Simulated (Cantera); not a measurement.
Charge: 1 mol PbO, 0.97 mol C, 0.95 mol CO, 0.5 mol CH₄, held at 15.0 mbar.

Equilibrium computed with Cantera from the NASA thermochemical tables; the gas is ideal and each condensed phase is pure. Candidate condensed phases: C, C₆H₆, C₇H₈, C₈H₁₈, H₂O, Pb, PbO, PbO₂, Pb₃O₄; 113 gas species. Equilibrium is a limit: real reactors are often held back by kinetics, nucleation or transport.

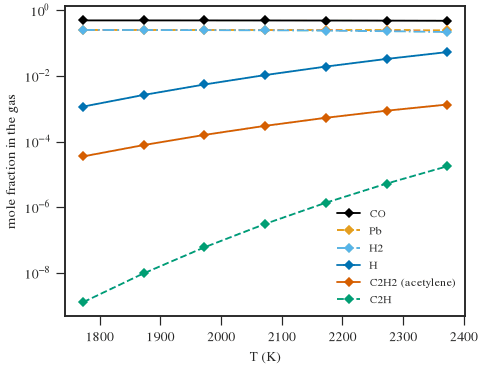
Figure. Equilibrium gas composition (values under 1e-9 drawn at 1e-9)

Problem. Read off the mole fractions at 2073 K.

Solution. CO about 0.49, Pb about 0.25, H₂ about 0.25, H about 0.011, C₂H₂ (acetylene) about 0.00030, C₂H about 3.1e-7.
